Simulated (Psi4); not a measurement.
# B2PLYP/aug-cc-pVTZ (density fitting for correlation) run of OH− (hydroxide)

What is the energy change on altering one bond length of OH− (hydroxide) at B2PLYP/aug-cc-pVTZ (density fitting for correlation)? 

The results are computed with Psi4 1.11.

1 further run of the same task is left out (set aside as unsound or not needed).

## Step 1: The system as given

The species is OH− (2 atoms), meant as a singlet with charge -1. SMILES: `[OH-]`. The coordinates come from a PBE0-D4/def2-TZVPD relaxation.

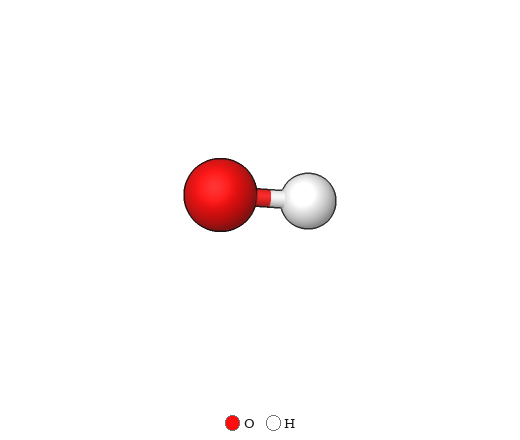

The structure, seen from a chosen angle (oxygen red, hydrogen white).

## Step 2: A single-point energy at B2PLYP/aug-cc-pVTZ (density fitting for correlation)

job.dat reads:

```
memory 1.6 GB

molecule system {
  -1 1
  O
  H 1 r2

  r2 = 0.963549
  units angstrom
  symmetry c1
  no_reorient
  no_com
}

set basis aug-cc-pVTZ
set reference rks
set puream true
set e_convergence 1e-09
set d_convergence 1e-08
set scf_type pk
set dft_radial_points 99
set dft_spherical_points 590
set num_frozen_docc 1

e_tot, wfn = energy("b2plyp", return_wfn=True)
print_variables()
```

Run with:

```console
psi4 -n 1 job.dat job.out
```

job.out, cut to the lines that bear on the results:

```text
[...]
  Running in c1 symmetry.
[...]
  Nuclear repulsion =    4.393567618626557
[...]
  Multiplicity = 1
[...]
  Nalpha       = 5
  Nbeta        = 5
[...]
    Number of basis functions: 69
[...]
   @RKS iter   1:   -75.40418240950117   -3.15088e-01   1.20719e-02 DIIS/ADIIS
[...]
   @RKS iter  11:   -75.69033812308113   -1.16529e-12   1.12058e-09 DIIS
[...]
    Orbital Energies [Eh]
    ---------------------
    Doubly Occupied:
       1A    -19.366163     2A     -0.724558     3A     -0.162415
       4A     -0.021677     5A     -0.021677
[...]
  @RKS Final Energy:   -75.69033812308113
   => Energetics <=
    Nuclear Repulsion Energy =              4.3935676186265571
    One-Electron Energy =                -116.4255320866167551
    Two-Electron Energy =                  40.7179792324669663
    DFT Exchange-Correlation Energy =      -4.3763528875579123
    Empirical Dispersion Energy =           0.0000000000000000
    VV10 Nonlocal Energy =                  0.0000000000000000
    Total Energy =                        -75.6903381230811476
[...]
 Multipole Moments:
 ------------------------------------------------------------------------------------
     Multipole            Electronic (a.u.)      Nuclear  (a.u.)        Total (a.u.)
 ------------------------------------------------------------------------------------
 L = 1.  Multiply by 2.5417464519 to convert [e a0] to [Debye]
 Dipole X            :          0.0000000            0.0000000            0.0000000
 Dipole Y            :         -0.0000000            0.0000000           -0.0000000
 Dipole Z            :         -0.3777833            0.8494810            0.4716978
 Magnitude           :                                                    0.4716978
[...]
```

Run time: 3.9 s. Hardware: 1 thread of Intel Xeon 6975P-C (Granite Rapids), shared host; peak memory 0.5 GiB.

## Step 3: The distorted shape at the same level

ho.xyz reads:

```xyz
2
HO
O      0.823580    -0.263594     0.424990
H     -0.411800     0.131800    -0.212500
```

calc.py reads:

```python
import psi4

psi4.set_memory('1600 MB')
psi4.set_num_threads(1)
psi4.core.set_output_file('run.log', False)

with open('ho.xyz') as f:
    atoms = ''.join(f.readlines()[2:])
molecule = psi4.geometry('-1 1\n' + atoms + 'symmetry c1')

psi4.set_options({
    'reference': 'rks',
    'puream': True,
    'e_convergence': 1e-09,
    'd_convergence': 1e-08,
    'scf_type': 'pk',
    'dft_radial_points': 99,
    'dft_spherical_points': 590,
    'num_frozen_docc': 1,
})

E = psi4.energy('b2plyp/aug-cc-pVTZ')
print('E =', round(E, 9))
for k, v in sorted(psi4.core.scalar_variables().items()):
    print(f'{k:45s} {v:18.10f}')
```

Run with:

```console
python calc.py
```

run.log, cut to the lines that bear on the results:

```text
[...]
  Running in c1 symmetry.
[...]
  Nuclear repulsion =    2.929091603626577
[...]
  Multiplicity = 1
[...]
  Nalpha       = 5
  Nbeta        = 5
[...]
    Number of basis functions: 69
[...]
   @RKS iter   1:   -75.22235232876106   -3.15532e-01   1.28175e-02 ADIIS/DIIS
[...]
   @RKS iter  12:   -75.60360037993850   -1.57740e-12   6.62971e-10 DIIS
[...]
    Orbital Energies [Eh]
    ---------------------
    Doubly Occupied:
       1A    -19.427162     2A     -0.681926     3A     -0.106078
       4A     -0.042726     5A     -0.042726
[...]
  @RKS Final Energy:   -75.60360037993850
   => Energetics <=
    Nuclear Repulsion Energy =              2.9290916036265773
    One-Electron Energy =                -113.3641310142014902
    Two-Electron Energy =                  39.1355647168917216
    DFT Exchange-Correlation Energy =      -4.3041256862553023
    Empirical Dispersion Energy =           0.0000000000000000
    VV10 Nonlocal Energy =                  0.0000000000000000
    Total Energy =                        -75.6036003799384986
[...]
 Multipole Moments:
 ------------------------------------------------------------------------------------
     Multipole            Electronic (a.u.)      Nuclear  (a.u.)        Total (a.u.)
 ------------------------------------------------------------------------------------
 L = 1.  Multiply by 2.5417464519 to convert [e a0] to [Debye]
 Dipole X            :          0.0000000           -0.0000000            0.0000000
 Dipole Y            :          0.0000000            0.0000000            0.0000000
 Dipole Z            :          1.2973169           -1.2742013            0.0231156
 Magnitude           :                                                    0.0231156
[...]
```

The script printed:

```text
E = -75.707131201
B2PLYP DOUBLE-HYBRID CORRECTION ENERGY             -0.1035308209
B2PLYP TOTAL ENERGY                               -75.7071312009
CURRENT ENERGY                                    -75.7071312009
CURRENT REFERENCE ENERGY                          -75.6036003799
DD SOLVATION ENERGY                                 0.0000000000
DFT FUNCTIONAL TOTAL ENERGY                       -75.6036003799
DFT TOTAL ENERGY                                  -75.7071312009
DFT VV10 ENERGY                                     0.0000000000
DFT XC ENERGY                                      -4.3041256863
DOUBLE-HYBRID CORRECTION ENERGY                    -0.1035308209
GRID ELECTRONS ALPHA                                5.0000001692
GRID ELECTRONS BETA                                 5.0000001692
GRID ELECTRONS TOTAL                               10.0000003384
NUCLEAR REPULSION ENERGY                            2.9290916036
ONE-ELECTRON ENERGY                              -113.3641310142
PCM POLARIZATION ENERGY                             0.0000000000
PE ENERGY                                           0.0000000000
SCF ITERATION ENERGY                              -75.6036003799
SCF ITERATIONS                                     12.0000000000
SCF TOTAL ENERGY                                  -75.6036003799
TWO-ELECTRON ENERGY                                39.1355647169
XC GRID RADIAL POINTS                              99.0000000000
XC GRID SPHERICAL POINTS                          590.0000000000
XC GRID TOTAL POINTS                           114803.0000000000
```

It took 4.8 s on 1 thread of Intel Xeon 6975P-C (Granite Rapids), shared host; peak memory 0.49 GiB.

## Step 4: Summary of results

At B2PLYP/aug-cc-pVTZ (density fitting for correlation), 1 core orbital frozen:

| quantity | value |
| --- | --- |
| first shape: total energy | -75.78640 Eh |
| first shape: HOMO energy (SCF part's orbitals) | -0.59 eV |
| first shape: LUMO energy (SCF part's orbitals) | 4.32 eV |
| first shape: HOMO–LUMO gap (to an unbound level, set by the basis) | 4.91 eV |
| distorted shape: total energy | -75.70713 Eh |
| distorted shape: HOMO energy (SCF part's orbitals) | -1.16 eV |
| distorted shape: LUMO energy (SCF part's orbitals) | 4.29 eV |
| distorted shape: HOMO–LUMO gap (to an unbound level, set by the basis) | 5.45 eV |
| energy change with the O1–H2 bond stretched from 0.964 to 1.445 Å | 2.157 eV |

**Reading.** With the O1–H2 bond stretched from 0.964 to 1.445 Å the energy rises by 2.16 eV (208 kJ/mol). The first shape isn't relaxed at this level, so the change isn't measured from a minimum.
